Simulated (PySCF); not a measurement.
# CoOH₂: relaxation and vibrations of the quartet

Aim: relax CoOH₂ as a quartet from a trigonal pyramidal start, check by its vibrations whether the end is a minimum, and collect its spectrum and constants.

Method: PBE0, basis Co def2-TZVP, O def2-TZVP, H def2-TZVP, no relativity, density fitting; program: PySCF 2.14.0.

## (1) Starting geometry

4 atoms, charge 0, spin multiplicity 4.

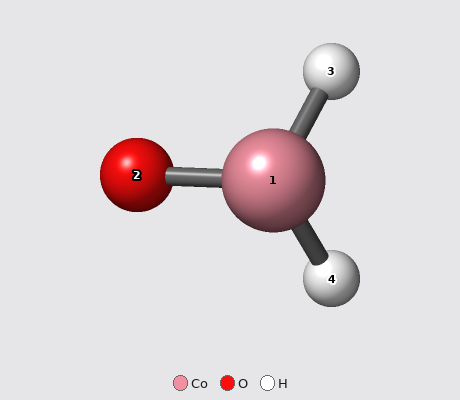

The starting geometry (cobalt pink, oxygen red, hydrogen white); atoms are numbered from 1 in the order of the file.

Z-matrix (Å, degrees; charge 0 multiplicity 4):
```
Co
O  1 1.6000
H  1 1.4300 2 99.75
H  1 1.4300 2 99.75 3 -101.77
```

## (2) First SCF at the start

The steps below are one call of a driver around PySCF. For each, scf.py gives the equivalent set-up of the SCF; relaxations use the driver's own optimiser. After this first run the driver tries any further starts and a stability analysis.

scf.py

```python
from pyscf import gto, scf, dft
mol = gto.M(atom='''
Co     0.000000    -0.327090    -0.000010
O      0.113930     1.268850     0.000020
H     -0.904100    -0.505410    -1.093440
H     -0.904120    -0.505400     1.093470''',
    basis={'Co': 'def2-TZVP', 'O': 'def2-TZVP', 'H': 'def2-TZVP'},
    charge=0, spin=3)
mf = dft.UKS(mol, xc='PBE0')
mf.grids.atom_grid = (50, 194)
aux = {'Co': 'def2-universal-JKFIT', 'O': 'def2-universal-JKFIT', 'H': 'def2-universal-JKFIT'}
mf = mf.density_fit(auxbasis=aux)
mf.conv_tol = 1e-08
mf.diis_space = 10
mf.max_cycle = 60
mf.init_guess = 'minao'
mf.verbose = 4
mf.kernel()
```

On the command line:

```
> OMP_NUM_THREADS=4 python axn.py task.json out
```

The runs that follow: Relaxing the quartet from the trigonal pyramidal start; Is it a minimum? Harmonic modes.

Q: Predict the outcome of this session. Wanted: minimum; geometry; wavenumbers; dipole moment; highest occupied, lowest empty level; polar-tensor charge of Co1; zero-point energy; atomisation energy; ⟨S²⟩.

As calculated:

```
                                          quantity                                                                                              value
                                           minimum                                                                                       quartet, C2v
                                          geometry  Co–H 1.652 Å (×2), Co–O 1.663 Å, H–H 0.847 Å; Co–H–H 75.1° (×2), H–Co–H 29.7°, H–Co–O 165.1° (×2)
                                wavenumbers (cm⁻¹)                                      201 (b1), 357 (b2), 661 (a1), 1023 (a1), 1638 (b2), 2947 (a1)
                                     dipole moment                                                                                             4.97 D
highest occupied, lowest empty level (either spin)                                                                                    -6.01, -2.59 eV
                        polar-tensor charge of Co1                                                                                            +0.35 e
                                 zero-point energy                                                                                        40.8 kJ/mol
                               entropy at 298.15 K                                                                                    259.8 J/(mol K)
         atomisation energy (no zero-point energy)                                                                                         837 kJ/mol
                                              ⟨S²⟩                                                                                              3.781
```

In words: The trigonal pyramidal start (Cs) ends in a minimum of C2v symmetry. In the infrared the band at 2947 cm⁻¹ (a1) leads. Most of the spin sits on Co1 (Mulliken spin 2.30, against 3 for the whole molecule). Only this shape and spin were tried, so other structures or states may lie lower. One determinant may miss the lowest occupation of an open d or f shell.
